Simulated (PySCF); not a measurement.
# A workflow on PH3 (phosphine)

We compute a series of 19 runs (PBE0-D4/def2-TZVP, CCSD(T)/def2-TZVPP, RI-MP2/def2-QZVPP, PBE-D4/def2-TZVPP, r2SCAN-D4/def2-TZVPP, B3LYP-D4/def2-TZVPP, PBE0-D4/def2-TZVPP, wB97M-V/def2-TZVPP, and more) of H3P. The job is set up through a Python script.

Program for the calculation: PySCF 2.14.0.

1 further run of the same task is left out (for a faulty analytic Hessian).

**1. The structure to begin with**

The species is PH3 (4 atoms), meant as a singlet with charge 0. As SMILES, `P`. All atoms were displaced at random from a relaxed shape. The run starts from this shape.

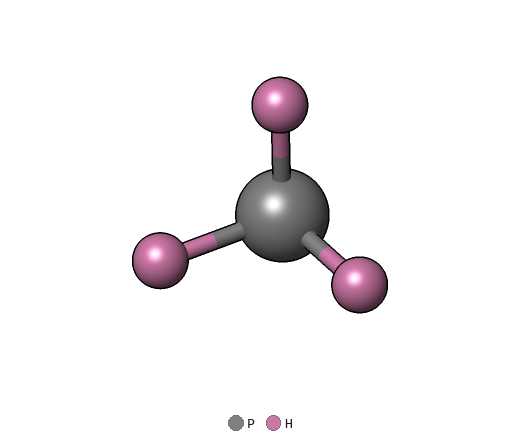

Viewed from a chosen angle; phosphorus grey, hydrogen pink.

**2. A geometry optimisation at PBE0-D4/def2-TZVP (density fitting with def2-universal-jkfit) (run 1)**

mol.xyz reads:

```xyz
4
H3P
P      0.319658    -0.292506    -0.319186
H      0.624942    -0.046481     1.033456
H     -1.018845    -0.705837    -0.044860
H      0.042667     1.088448    -0.629102
```

calc.py reads:

```python
from pyscf import gto, dft
from pyscf.geomopt.geometric_solver import kernel as optimise

mol = gto.M(
    atom='mol.xyz',
    basis='def2-tzvp',
    verbose=3,
    spin=0,
    max_memory=1860,
    charge=0,
)

mf = dft.RKS(mol)
mf.xc = 'pbe0'
mf = mf.density_fit(auxbasis='def2-universal-jkfit')
mf.max_cycle = 100
mf.grids.level = 4
mf.disp = 'd4'
mf.conv_tol = 1e-09
converged, mol_eq = optimise(mf, maxsteps=100)
print('converged:', converged)
print(mol_eq.tostring())

mf.reset(mol_eq)
mol = mol_eq
mf.kernel()
e_tot = mf.e_tot
print(f'total energy: {e_tot:.8f} hartree')
```

On the command line:

```
$ OMP_NUM_THREADS=1 python calc.py
```

Output:

```text
maxiter                   100
----------------------------------------------------------
Custom engine selected.
Bonds will be generated from interatomic distances less than 1.20 times sum of covalent radii
12 internal coordinates being used (instead of 12 Cartesians)
Internal coordinate system (atoms numbered from 1):
Distance 1-2
Distance 1-3
Distance 1-4
Angle 2-1-3
Angle 2-1-4
Angle 3-1-4
Translation-X 1-4
Translation-Y 1-4
Translation-Z 1-4
Rotation-A 1-4
Rotation-B 1-4
Rotation-C 1-4
> ===== Optimization Info: ====
> Job type: Energy minimization
> Maximum number of optimization cycles: 100
> Initial / maximum trust radius (Angstrom): 0.100 / 0.300
> Convergence Criteria:
> Will converge when all 5 criteria are reached:
>  |Delta-E| < 1.00e-06
>  RMS-Grad  < 3.00e-04
>  Max-Grad  < 4.50e-04
>  RMS-Disp  < 1.20e-03
>  Max-Disp  < 1.80e-03
> === End Optimization Info ===

[... 8 lines left out ...]
WARN: Mole.unit (angstrom) is changed to Bohr
[... 1 line left out ...]
converged SCF energy = -343.016047942921
[... 8 lines left out ...]
Step    0 : Gradient = 7.513e-03/1.065e-02 (rms/max) Energy = -343.0160479429
[... 9 lines left out ...]
converged SCF energy = -343.016938346995
[... 18 lines left out ...]
converged SCF energy = -343.016947538616
[... 18 lines left out ...]
converged SCF energy = -343.016947671449
[... 10 lines left out ...]
Converged! =D
[... 1 line left out ...]
converged: True
P           0.34041308       -0.30618884       -0.32969797
H           0.62495795       -0.03785249        1.03522989
H          -1.00790705       -0.65921922       -0.05871296
H           0.01100122        1.04690101       -0.60652891
converged SCF energy = -343.016947671454
total energy: -343.01694767 hartree
```

It took 19 s on 1 thread of Arm Neoverse V1, shared host; peak memory 0.57 GiB.

The path in brief:

```csv
step,energy from the first frame kept (eV),largest force (eV/Å)
0,0.0000,0.5475
1,-0.0242,0.1052
2,-0.0245,0.0104
3,-0.0245,0.0002
```

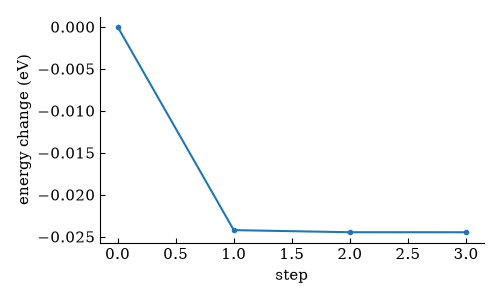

Energy along the run.

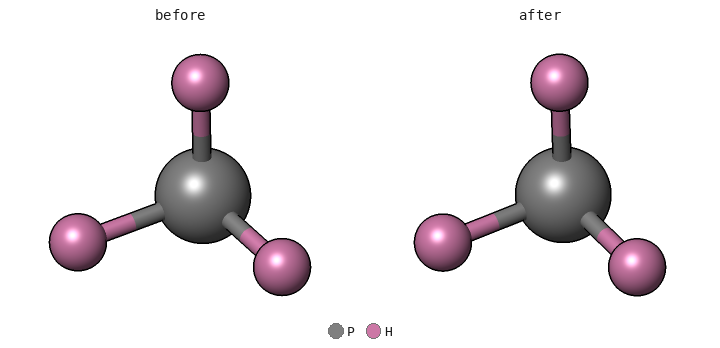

Before and after, at one scale.

After the run. Bond lengths: P1–H2 1.420 Å, P1–H3 1.420 Å, P1–H4 1.420 Å. Angles: H2–P1–H3 93.1°, H2–P1–H4 93.1°, H3–P1–H4 93.1°.

**3. A single-point energy at CCSD(T)/def2-TZVPP (run 3)**

run.py reads:

```python
from pyscf import gto, cc

mol = gto.M(
    atom='''
P        0.340413      -0.306189      -0.329698
H        0.624958      -0.037852       1.035230
H       -1.007907      -0.659219      -0.058713
H        0.011001       1.046901      -0.606529
''',
    charge=0,
    max_memory=1860,
    verbose=3,
    basis='def2-tzvpp',
)

myscf = mol.RHF()
myscf.conv_tol = 1e-10
myscf.kernel()
if not myscf.converged:
    myscf = myscf.newton().run(myscf.mo_coeff, myscf.mo_occ)

mycc = cc.CCSD(myscf, frozen=5)
mycc.kernel()
e_t = mycc.ccsd_t()
e_final = mycc.e_tot + e_t
print('Final energy', e_final)
```

On the command line:

```
$ OMP_NUM_THREADS=1 python run.py
```

Output:

```text
converged SCF energy = -342.483689050205
E(CCSD) = -342.6826664667291  E_corr = -0.1989774165237184
CCSD(T) correction = -0.00673184595669653
Final energy -342.68939831268585
```

Run time: 8.1 s. Hardware: 1 thread of Arm Neoverse V1, shared host; peak memory 0.34 GiB.

Runs 4 to 17 aren't shown in full; the table further down has their settings and results.

**4. The doublet cation: the energy at UPBE0-D4/def2-TZVPP (run 18)**

input.py reads:

```python
from pyscf import gto, dft

mol = gto.M(
    atom='''
P        0.340413      -0.306189      -0.329698
H        0.624958      -0.037852       1.035230
H       -1.007907      -0.659219      -0.058713
H        0.011001       1.046901      -0.606529
''',
    charge=1,
    spin=1,
    verbose=3,
    basis='def2-tzvpp',
    max_memory=1860,
)

calc0 = dft.UKS(mol, xc='pbe0')
calc0.grids.level = 5
calc0.conv_tol = 1e-10
calc0.disp = 'd4'
calc0.kernel()
if not calc0.converged:
    calc0 = calc0.newton().run(calc0.mo_coeff, calc0.mo_occ)

e_final = calc0.e_tot
print('Final energy', e_final)
```

On the command line:

```
$ OMP_NUM_THREADS=1 python input.py
```

Output:

```text
WARN: HOMO -0.300326940275426 >= LUMO -0.300326940275422

converged SCF energy = -342.631911659942  <S^2> = 0.75313581  2S+1 = 2.0031334
Final energy -342.63191165994186
```

It took 11 s on 1 thread of Arm Neoverse V1, shared host; peak memory 0.41 GiB.

Run 19 isn't shown in full; the table further down has it.

**5. The doublet cation: the energy at UB3LYP/6-31G(d) (spherical functions) (run 20)**

run.py reads:

```python
from pyscf import gto, dft

mol = gto.M(
    atom='''
P      0.643287    -0.578613    -0.623039
H      1.180999    -0.071530     1.956301
H     -1.904668    -1.245743    -0.110951
H      0.020789     1.978356    -1.146174
''',
    max_memory=1860,
    verbose=3,
    unit='bohr',
    spin=1,
    charge=1,
    basis='6-31g*',
)

ks = dft.UKS(mol)
ks.xc = 'b3lyp'
ks.grids.level = 5
ks.conv_tol = 1e-10
ks.kernel()
if not ks.converged:
    ks = ks.newton().run(ks.mo_coeff, ks.mo_occ)

e_tot = ks.e_tot
print('Final energy', e_tot)
```

On the command line:

```
$ OMP_NUM_THREADS=1 python run.py
```

Output:

```text
converged SCF energy = -342.749652423875  <S^2> = 0.75130661  2S+1 = 2.0013062
Final energy -342.7496524238747
```

It took 3.6 s on 1 thread of Arm Neoverse V1, shared host; peak memory 0.2 GiB.

**6. Overview of the runs**

| run | level | task | integral approximation | partner | energy (Eh) | dipole moment (D) of the reference | HOMO energy (eV) | LUMO energy (eV) | wall time |
| --- | --- | --- | --- | --- | --- | --- | --- | --- | --- |
| 1 | PBE0-D4/def2-TZVP (density fitting with def2-universal-jkfit) | optimise | def2-universal-jkfit | base | -343.016948 | 0.70 | -7.86 | 0.78 | 19 s |
| 3 | CCSD(T)/def2-TZVPP | energy | none | base | -342.689398 | 0.64 | -10.59 | 3.73 | 8.1 s |
| 4 | RI-MP2/def2-QZVPP (density fitting with def2-universal-jkfit) | energy | def2-universal-jkfit | base | -342.674451 | 0.65 | -10.59 | 2.76 | 1.3 s |
| 5 | PBE-D4/def2-TZVPP | energy | none | base | -342.984819 | 0.67 | -6.68 | -0.14 | 5.7 s |
| 6 | r2SCAN-D4/def2-TZVPP | energy | none | base | -343.120882 | 0.70 | -6.94 | 0.20 | 14 s |
| 7 | B3LYP-D4/def2-TZVPP | energy | none | base | -343.179206 | 0.60 | -7.66 | 0.52 | 7.2 s |
| 8 | PBE0-D4/def2-TZVPP | energy | none | base | -343.017729 | 0.68 | -7.86 | 0.78 | 7.5 s |
| 9 | wB97M-V/def2-TZVPP | energy | none | base | -343.115737 | 0.56 | -10.08 | 2.70 | 23 s |
| 10 | B2PLYP/def2-TZVPP | energy | none | base | -343.022115 | 0.61 | -8.87 | 2.00 | 5.7 s |
| 11 | SVWN5/def2-TZVPP | energy | none | base | -341.854873 | 0.73 | -6.75 | -0.25 | 3.9 s |
| 12 | M06-2X/def2-TZVPP | energy | none | base | -343.122729 | 0.62 | -8.96 | 1.65 | 12 s |
| 13 | B3LYP/6-31G* (spherical functions) | energy | none | base | -343.137775 | 0.96 | -7.52 | 0.88 | 2 s |
| 14 | HF/STO-3G | energy | none | base | -338.633626 | 0.53 | -8.16 | 12.82 | 0.74 s |
| 15 | UCCSD(T)/def2-TZVPP | energy | none | cation | -342.302123 | – | -21.25 | -8.46 | 31 s |
| 16 | UPBE-D4/def2-TZVPP | energy | none | cation | -342.598836 | – | -16.30 | -14.18 | 11 s |
| 17 | UB3LYP-D4/def2-TZVPP | energy | none | cation | -342.788958 | – | -17.33 | -13.50 | 11 s |
| 18 | UPBE0-D4/def2-TZVPP | energy | none | cation | -342.631912 | – | -17.68 | -13.01 | 11 s |
| 19 | U-wB97M-V/def2-TZVPP | energy | none | cation | -342.726560 | – | -19.60 | -11.01 | 40 s |
| 20 | UB3LYP/6-31G* (spherical functions) | energy | none | cation | -342.749652 | – | -17.37 | -13.53 | 3.6 s |

**7. What came out**

| quantity | value |
| --- | --- |
| doublet cation, run 20: total energy | -342.74965 Eh |
| doublet cation, run 20: HOMO energy (highest over α and β) | -17.37 eV |
| doublet cation, run 20: LUMO energy (lowest over α and β) | -13.53 eV |
| doublet cation, run 20: ⟨S²⟩ | 0.751 |
| vertical ionisation energy (to the doublet cation), CCSD(T)/def2-TZVPP | 10.538 eV |
| vertical ionisation energy (to the doublet cation), PBE-D4/def2-TZVPP | 10.503 eV |
| vertical ionisation energy (to the doublet cation), B3LYP-D4/def2-TZVPP | 10.619 eV |
| vertical ionisation energy (to the doublet cation), PBE0-D4/def2-TZVPP | 10.499 eV |
| vertical ionisation energy (to the doublet cation), wB97M-V/def2-TZVPP | 10.590 eV |
| vertical ionisation energy (to the doublet cation), B3LYP/6-31G* | 10.561 eV |

**Reading.** At CCSD(T)/def2-TZVPP: removing an electron at fixed nuclei costs 10.54 eV (243 kcal/mol). At PBE-D4/def2-TZVPP: removing an electron at fixed nuclei costs 10.50 eV (1013 kJ/mol). The negative HOMO energy of the first species, 6.68 eV, lies 3.82 eV below that difference. At B3LYP-D4/def2-TZVPP: the vertical ionisation energy comes to 10.62 eV (1025 kJ/mol). −ε(HOMO) before ionisation, 7.66 eV, is 2.96 eV below this ionisation energy. At PBE0-D4/def2-TZVPP: the vertical ionisation energy comes to 10.50 eV (1013 kJ/mol). Totals of different functionals can't be ranked against each other. In run 14 the basis is minimal, so the values are rough. All runs together took 3.6 min, the longest 40 s.
